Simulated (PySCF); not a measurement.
# C₅H₁₀Si: one change and its effect

System: C₅H₁₀Si, SMILES C=CC1C[SiH2]C1.
Method of the first run: GIAO WP04/pcSseg-1 NMR shielding, non-relativistic, gas phase (PySCF 2.14.0).

The geometry comes from this level: PBE0-D3(BJ)/def2-SVP. Text and figures count atoms from 1; the logs count them from 0 in places.

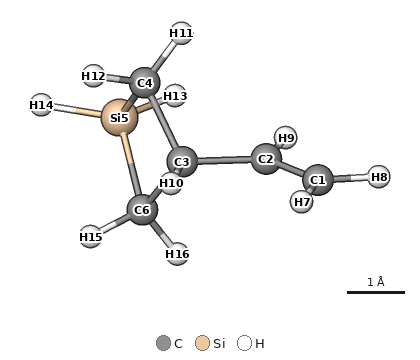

**Figure 1.** The input geometry (ball-and-stick view, seen at a tilt; atoms are numbered from 1 in the order of the input). Bond lengths as drawn: C–C 1.33 to 1.57 Å, C–H 1.09 to 1.10 Å, C–Si 1.90 Å and H–Si 1.50 Å.

The input, the first run:
```
{"job": {"kind": "nmr", "xc": "WP04", "basis": "pcSseg-1", "pop": false}, "charge": 0, "multiplicity": 1}
C      2.412355     0.290248    -0.254800
C      1.128747    -0.050746    -0.373589
C      0.008916     0.490002     0.458985
C     -1.130134     1.096419    -0.428591
Si    -2.066723    -0.538607    -0.219981
C     -0.785357    -0.656117     1.172050
H      2.740214     1.020441     0.492314
H      3.182167    -0.145373    -0.896936
H      0.845640    -0.788241    -1.137932
H      0.426231     1.221518     1.170904
H     -0.817279     1.465579    -1.415397
H     -1.641398     1.916328     0.100440
H     -1.864754    -1.514993    -1.335541
H     -3.523700    -0.515807     0.120517
H     -1.206821    -0.301507     2.126096
H     -0.218576    -1.577369     1.366772
```

The first line tells a small driver script what to run in PySCF; the rest is the geometry in Å.

Hardware: 1 CPU thread, shared host.

Output (the first run):
```
coarse grid: 13256 points
cycle   1  E = -494.1785379571  dE =  3.690e-01  |g| = 6.891e-01  |ddm| = 3.587e+00
cycle   2  E = -494.0582546562  dE =  1.203e-01  |g| = 9.300e-01  |ddm| = 1.514e+00
cycle   3  E = -494.3017177662  dE = -2.435e-01  |g| = 1.351e-01  |ddm| = 1.079e+00
cycle   4  E = -494.3054511213  dE = -3.733e-03  |g| = 6.836e-02  |ddm| = 1.745e-01
cycle   5  E = -494.3065721503  dE = -1.121e-03  |g| = 2.016e-02  |ddm| = 5.880e-02
cycle   6  E = -494.3066676969  dE = -9.555e-05  |g| = 5.631e-03  |ddm| = 1.857e-02
cycle   7  E = -494.3066756489  dE = -7.952e-06  |g| = 2.638e-04  |ddm| = 5.140e-03
final grid: 121688 points
cycle   8  E = -494.3612960044  dE = -4.019e-05  |g| = 7.496e-03  |ddm| = 3.151e-02
cycle   9  E = -494.3612824792  dE =  1.353e-05  |g| = 1.022e-02  |ddm| = 1.653e-02
cycle  10  E = -494.3613106159  dE = -2.814e-05  |g| = 1.649e-03  |ddm| = 1.052e-02
cycle  11  E = -494.3613112941  dE = -6.782e-07  |g| = 4.076e-04  |ddm| = 1.549e-03
cycle  12  E = -494.3613113315  dE = -3.740e-08  |g| = 1.477e-04  |ddm| = 3.817e-04
cycle  13  E = -494.3613113368  dE = -5.291e-09  |g| = 2.892e-05  |ddm| = 1.346e-04
cycle  14  E = -494.3613113370  dE = -2.010e-10  |g| = 5.623e-06  |ddm| = 3.563e-05
converged SCF energy = -494.3613113370

GIAO shielding tensors (ppm)
atom      isotropic    diamagn.    paramagn.     s11        s22        s33       span
  0 C       55.487     254.943    -199.456    -52.112     75.355    143.218    195.330
  1 C       21.193     258.084    -236.892   -106.767     31.210    139.135    245.902
  2 C      124.814     250.470    -125.657    117.542    126.397    130.503     12.961
  3 C      152.305     254.258    -101.953    127.138    150.216    179.562     52.424
  4 Si     360.795     881.320    -520.525    336.018    338.663    407.705     71.687
  5 C      152.158     254.076    -101.918    126.704    150.279    179.493     52.789
  6 H       26.661      31.776      -5.115     23.527     25.624     30.832      7.306
  7 H       26.692      29.518      -2.826     24.134     25.429     30.513      6.378
  8 H       25.634      34.145      -8.511     22.352     24.458     30.092      7.740
  9 H       28.577      34.291      -5.715     25.892     26.775     33.064      7.172
 10 H       30.727      31.552      -0.825     27.149     28.579     36.452      9.303
 11 H       30.017      31.027      -1.010     27.360     27.809     34.881      7.522
 12 H       27.305      29.991      -2.686     24.711     25.872     31.331      6.620
 13 H       27.375      28.694      -1.319     24.758     24.811     32.555      7.796
 14 H       30.011      31.127      -1.116     27.376     27.792     34.865      7.489
 15 H       30.727      31.706      -0.979     27.150     28.586     36.446      9.297
```

For the second run the input was changed thus:
```diff
-"xc": "WP04"
+"xc": "wB97X-D"
```

How does the second run compare with the first run?

The total energies belong to different methods, so their difference says nothing on which is more stable or more accurate. The HOMO goes from −8.34 to −9.22 eV. The LUMO goes from −1.76 to 1.96 eV. Of all shieldings, the largest change is that of Si5, by +16.4 ppm. The functional changes from WP04 to wB97X-D. Exact exchange removes part of the self-interaction error of semilocal functionals, which pushes filled and empty levels apart. The SCF takes 12 iterations against 14.

Output (the second run):
```
coarse grid: 13256 points
cycle   1  E = -485.8212324110  dE =  6.777e-01  |g| = 2.969e-01  |ddm| = 3.446e+00
cycle   2  E = -485.8380371860  dE = -1.680e-02  |g| = 1.975e-01  |ddm| = 4.321e-01
cycle   3  E = -485.8477572004  dE = -9.720e-03  |g| = 3.170e-02  |ddm| = 1.803e-01
cycle   4  E = -485.8480324993  dE = -2.753e-04  |g| = 1.400e-02  |ddm| = 5.110e-02
cycle   5  E = -485.8480817423  dE = -4.924e-05  |g| = 2.370e-03  |ddm| = 1.474e-02
cycle   6  E = -485.8480832122  dE = -1.470e-06  |g| = 1.163e-03  |ddm| = 4.101e-03
final grid: 121688 points
cycle   7  E = -485.8904692864  dE = -1.951e-04  |g| = 4.200e-03  |ddm| = 4.572e-02
cycle   8  E = -485.8904728947  dE = -3.608e-06  |g| = 2.692e-03  |ddm| = 9.539e-03
cycle   9  E = -485.8904744854  dE = -1.591e-06  |g| = 6.230e-04  |ddm| = 2.398e-03
cycle  10  E = -485.8904746108  dE = -1.253e-07  |g| = 1.574e-04  |ddm| = 1.156e-03
cycle  11  E = -485.8904746174  dE = -6.602e-09  |g| = 4.069e-05  |ddm| = 2.497e-04
cycle  12  E = -485.8904746180  dE = -6.083e-10  |g| = 1.962e-05  |ddm| = 9.007e-05
converged SCF energy = -485.8904746180

GIAO shielding tensors (ppm)
atom      isotropic    diamagn.    paramagn.     s11        s22        s33       span
  0 C       65.104     253.934    -188.830    -45.275     86.244    154.343    199.618
  1 C       30.699     257.439    -226.740   -100.949     41.758    151.288    252.237
  2 C      141.126     248.461    -107.335    136.258    143.329    143.790      7.533
  3 C      168.288     252.695     -84.407    141.503    167.975    195.386     53.883
  4 Si     377.243     878.759    -501.516    349.723    353.469    428.537     78.814
  5 C      168.132     252.426     -84.294    141.048    168.050    195.298     54.250
  6 H       26.142      31.133      -4.992     22.755     25.143     30.526      7.771
  7 H       26.211      29.205      -2.994     23.386     24.881     30.366      6.980
  8 H       25.025      32.687      -7.662     21.697     23.803     29.577      7.880
  9 H       28.341      33.693      -5.352     25.415     26.235     33.374      7.959
 10 H       30.627      30.774      -0.147     26.710     28.175     36.996     10.286
 11 H       29.749      30.895      -1.146     26.786     27.262     35.200      8.414
 12 H       26.438      28.817      -2.379     23.826     24.905     30.582      6.756
 13 H       26.599      28.274      -1.675     23.828     23.968     32.001      8.173
 14 H       29.745      30.946      -1.201     26.804     27.248     35.182      8.378
 15 H       30.629      30.847      -0.218     26.711     28.186     36.990     10.279
```

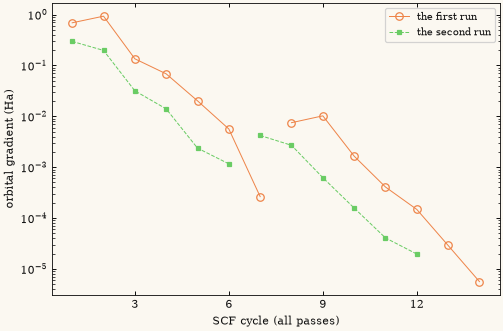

**Figure 2.** Convergence of the two runs: orbital gradient against the SCF cycle. A break in a curve parts two SCF passes (coarse and final grid). The first run takes 14 cycles in all, and the second run takes 12.

The two runs side by side:

| quantity | the first run | the second run |
| --- | --- | --- |
| outcome | converged | converged |
| total energy (hartree) | −494.361311 | −485.890475 |
| HOMO (eV) | −8.34 | −9.22 |
| LUMO (eV) | −1.76 | 1.96 |
| dipole moment (D) | 0.40 | 0.41 |
| shielding of C1 (ppm) | 55.5 | 65.1 |
| shielding of C2 (ppm) | 21.2 | 30.7 |
| shielding of C3 (ppm) | 124.8 | 141.1 |
| shielding of C4 (ppm) | 152.3 | 168.3 |
| shielding of Si5 (ppm) | 360.8 | 377.2 |
| shielding of C6 (ppm) | 152.2 | 168.1 |
| shielding of H13 (ppm) | 27.3 | 26.4 |
| SCF iterations | 14 | 12 |
| basis functions | 159 | 159 |
| wall time (shared host) | 26 s | 32 s |
